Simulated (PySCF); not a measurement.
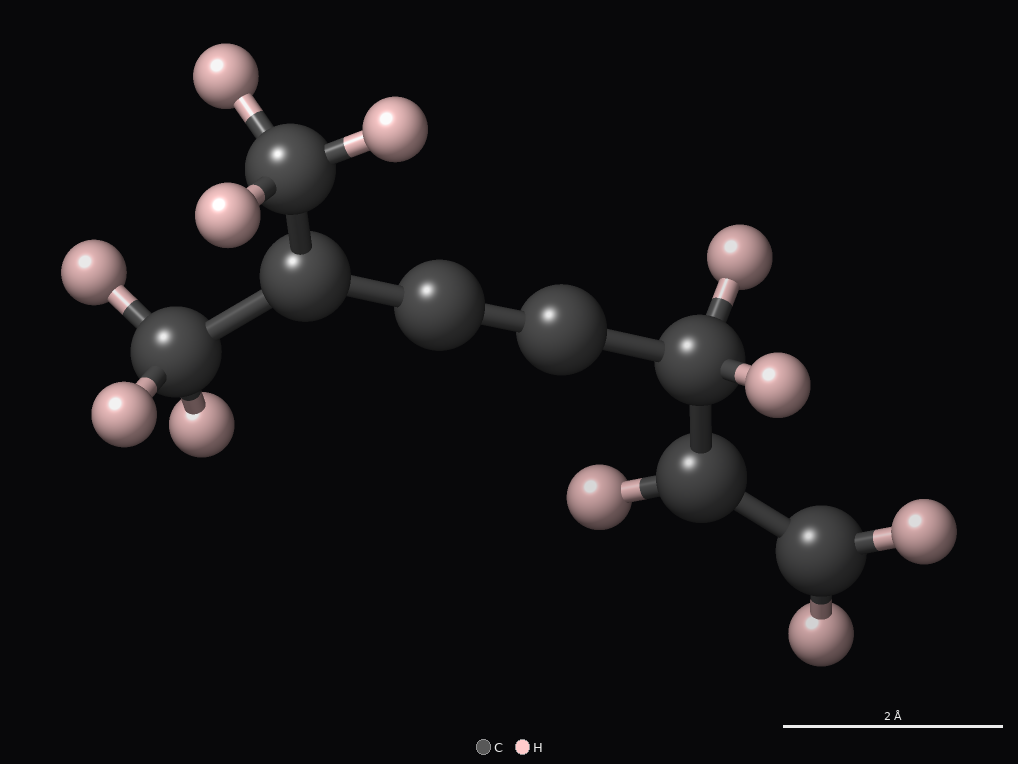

Ball-and-stick drawing of a structure.

The species has charge +1 and is a spin singlet. Computed geometry: GFN2-xTB optimisation. No frequency run is at hand to confirm it as a minimum.

Question: Count the atoms of each element.

Answer: C8H11(+), 19 atoms: 8 carbon and 11 hydrogen.

Question: Describe its rings.

Answer: It has no ring.

Question: Count the bonded pairs by element.

Answer: 11 C–H, 7 C–C.

Question: Name functional groups in it.

Answer: Among them: alkene, alkyne.

The parts below concern this one geometry. Atoms keep their numbers from picture to picture.

## Shape

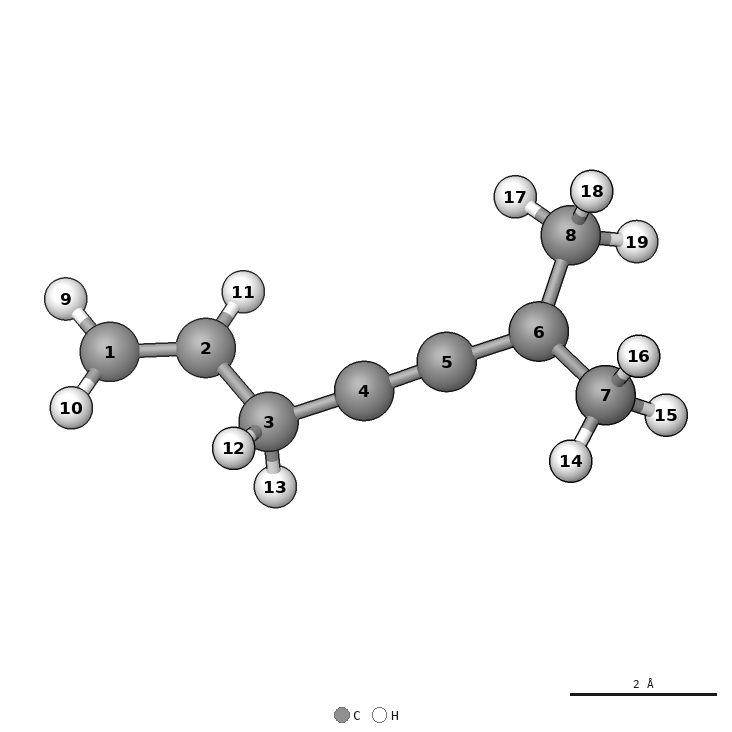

Atoms carry their numbers in the input. No frequency run is at hand to confirm it as a minimum.

Give the bond lengths. Leave out bonds to hydrogen.

```tsv
bond	length (Å)	order
C1–C2	1.321	double
C2–C3	1.505	single
C3–C4	1.413	single
C4–C5	1.224	triple
C5–C6	1.362	single
C6–C7	1.466	single
C6–C8	1.466	single
```

## Excitation

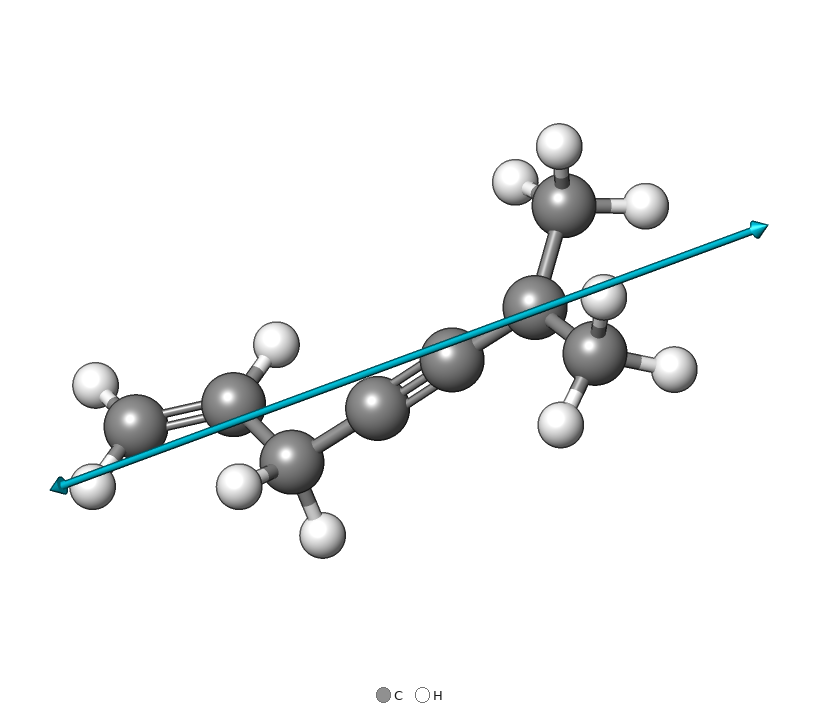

The double arrow shows the direction of the transition dipole to excited singlet state 1 (its length means nothing). No frequency run is at hand to confirm it as a minimum. Properties computed with TDDFT PBE0/def2-SVPD, vertical, gas phase, core orbitals frozen in the response (PySCF 2.14.0).

Question: Where does the transition lie, and how strong is it?

Answer: 2.21 eV (561 nm), oscillator strength 0.064, mainly HOMO → LUMO (weight 0.99); transition dipole 2.76 D.

## NMR shielding

The questions are on isotropic NMR shieldings of the C atoms. No frequency run is at hand to confirm it as a minimum. Method: GIAO PBE0/pcSseg-1 NMR shielding, non-relativistic, gas phase (PySCF 2.14.0).

List the isotropic NMR shieldings of the C atoms.

| atom | σ (ppm) |
| --- | --- |
| C1 | 48.8 |
| C2 | 52.9 |
| C3 | 147.0 |
| C4 | −66.5 |
| C5 | 66.0 |
| C6 | −78.0 |
| C7 | 142.3 |
| C8 | 142.0 |

## Polarisability

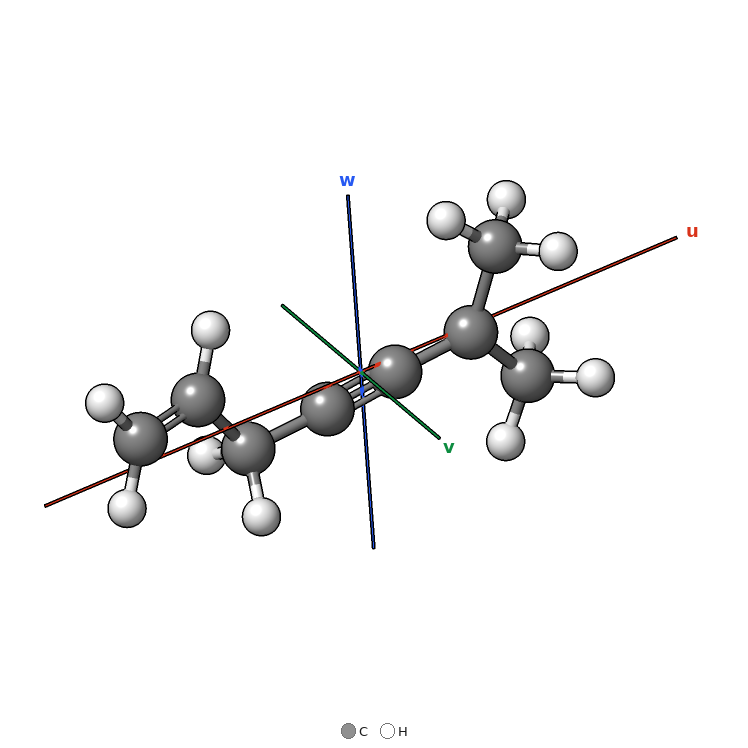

The lines u, v and w are the principal axes of the static dipole polarisability. No frequency run is at hand to confirm it as a minimum. Level of theory: PBE0/def2-SVPD (PySCF 2.14.0).

Question: Along which axis is the molecule most polarisable, and along which least?

Answer: Most along u, least along v.

Question: Give the three principal values.

Answer: u 188.6, v 60.8, w 78.9 bohr³; mean 109.4, anisotropy 119.8 bohr³.

## Charges

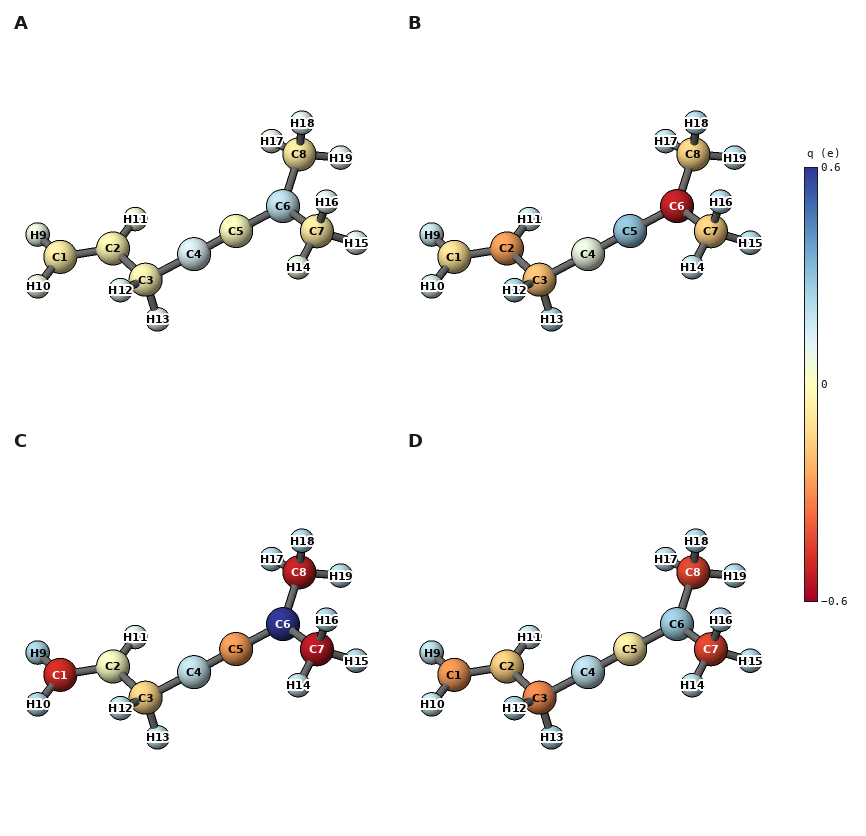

Atomic charges of one calculation by 4 schemes, on one colour scale. No frequency run is at hand to confirm it as a minimum. Computed with PBE0/pcSseg-1 (PySCF 2.14.0).

Question: The schemes are ESP-fitted, Hirshfeld, IAO, Mulliken. Which panel shows which?

Answer: A Hirshfeld, B Mulliken, C ESP-fitted, D IAO.

List the charges (e), one line for each set of equivalent atoms.

```tsv
atom	Hirshfeld	Mulliken	ESP-fitted	IAO
C1	−0.06	−0.10	−0.48	−0.27
C2	−0.03	−0.26	0.01	−0.15
C3	−0.03	−0.19	−0.14	−0.30
C4	0.13	0.07	0.18	0.19
C5	0.00	0.28	−0.26	−0.06
C6	0.19	−0.51	0.59	0.26
C7	−0.07	−0.15	−0.53	−0.44
C8	−0.08	−0.15	−0.52	−0.44
H9	0.07	0.16	0.23	0.18
H10	0.07	0.14	0.23	0.16
H11	0.06	0.14	0.11	0.16
H12	0.10	0.22	0.18	0.22
H13	0.11	0.24	0.18	0.24
H14	0.08	0.17	0.19	0.19
H15	0.10	0.20	0.22	0.22
H16	0.10	0.19	0.21	0.21
H17	0.08	0.17	0.19	0.19
H18	0.10	0.20	0.21	0.21
H19	0.10	0.19	0.20	0.21
```

Mulliken values depend strongly on the basis set and can even reverse the polarity of a bond.
